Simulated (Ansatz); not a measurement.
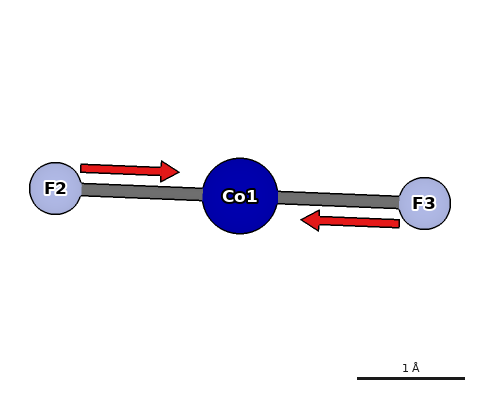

Arrows show the forces on the atoms, 2 Å of arrow for 1 eV/Å; forces under a tenth of the largest aren't drawn. State: neutral, doublet. Level of theory: RO-PBE0/def2-SVP (Ansatz).

List the force components in the frame of the picture (x right, y up, z towards the viewer), in eV/Å.

```csv
atom,Fx,Fy,Fz
Co1,0.00,0.00,0.00
F2,0.47,−0.02,−0.03
F3,−0.47,0.02,0.03
```
